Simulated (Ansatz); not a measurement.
# A computed series for WS2: response to strain

Base system: WS2 (space group P6_3/mmc, No. 194; a = 3.1147 Å, c = 11.7724 Å; layered, stacked along the Cartesian z axis).

Strains are applied to the cell and any free atomic positions relax.

The values are results of Ansatz (a quantum-chemistry and plane-wave program) PBEsol-D3(BJ), scalar-relativistic without spin-orbit coupling, not measurements.

Notes on the quantities. energy relative to the base: free energy F.

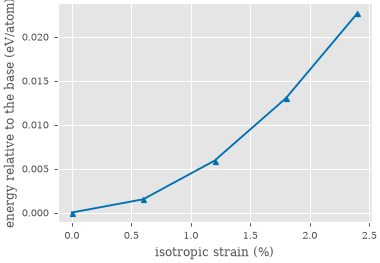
Fig. 1. Energy relative to the base against isotropic strain

**Question.** From the plot, what is the energy relative to the base for isotropic strain +0.60 %?

**Answer.** About 0.002 eV/atom.

**Question.** Is the trend monotonic over the range shown?

**Answer.** Yes, it rises throughout, spanning 0 meV/atom to +23 meV/atom.

Whether these cells are dynamically stable was not tested.
